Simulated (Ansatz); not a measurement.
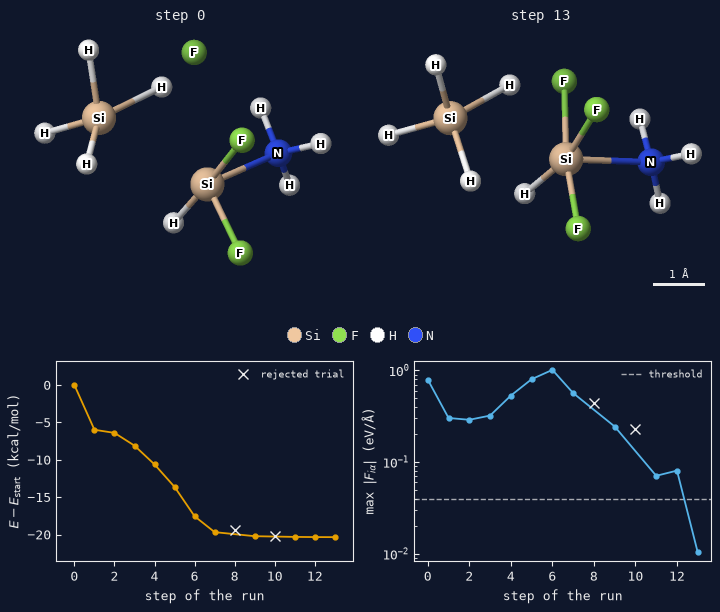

First and last geometry of a constrained relaxation of Si2NH8F3, with the history of the run. The picture is a ball-and-stick view, seen at a tilt.

The reaction that was planned forms Si1–N7, H6–F9, Si2–H8 and breaks Si1–Si2, H6–N7, H8–F9 (atoms numbered from 1 in input order).

Theory: RKS PBE0-D4/def2-SVP in Ansatz.

The input:
```yaml
crystal:
  periodic: [false, false, false]
  atoms:
    - {symbol: Si, position_ang: [-0.372700, -0.520000, -0.661200]}
    - {symbol: Si, position_ang: [-0.608800, -0.528000, 1.891100]}
    - {symbol: F, position_ang: [-0.846600, -1.549500, -1.823900]}
    - {symbol: F, position_ang: [0.977100, -1.432700, -0.417500]}
    - {symbol: H, position_ang: [-1.595200, 0.298600, -0.823400]}
    - {symbol: H, position_ang: [1.080000, 1.360900, -0.939400]}
    - {symbol: N, position_ang: [0.713800, 0.703200, -1.649200]}
    - {symbol: H, position_ang: [0.375900, 0.674900, 1.033800]}
    - {symbol: F, position_ang: [1.084600, 1.740500, 0.727700]}
    - {symbol: H, position_ang: [-1.712500, 0.330300, 2.337500]}
    - {symbol: H, position_ang: [-1.195600, -1.870700, 1.796800]}
    - {symbol: H, position_ang: [0.391100, -0.645000, 2.958400]}
    - {symbol: H, position_ang: [1.498800, 0.216000, -2.071700]}
    - {symbol: H, position_ang: [0.210100, 1.221600, -2.359100]}
basis:
  gaussian: {orbitals: def2-SVP}
hamiltonian: {xc: pbe0, dispersion: d4}
relax: {f_tol: 0.04, max_steps: 150, escape_saddle: false, constraints: [{distance: [0, 6]}, {distance: [5, 8]}, {distance: [1, 7]}, {distance: [0, 1]}, {distance: [5, 6]}, {distance: [7, 8]}]}
```

Launched with:
```bash
ansatz run in.yaml --threads 5 --pin off --events-out ev --progress --plain --max-ram 66560MiB --backend cpu
```

What do the curves and the structures tell?

Answer. It converged. The energy falls by 20.3 kcal/mol in 11 accepted moves (13 points after the start). The largest force component goes from 0.79 to 0.01 eV/Å. The line search rejected the trial steps at points 8, 10 of the run. The largest moves after the best rigid fit, 0.67 Å, are those of F4 and H11. Largest moves by element: F 0.67 Å, H 0.67 Å, Si 0.56 Å, N 0.31 Å. Among the contacts that change: Si1–F9 3.027 → 1.880 Å, Si1–H8 2.205 → 1.869 Å, Si2–H11 1.468 → 1.496 Å, Si1–F3 1.624 → 1.650 Å. New bonds form: Si1–F9 (3.03 → 1.88 Å). Among the angles between lasting bonds that change: H8–Si2–H11 144.1° → 116.7°, H8–Si2–H12 91.6° → 108.2°, Si1–N7–H6 104.7° → 92.2°. The run took roughly 2 core-minutes on a shared host.
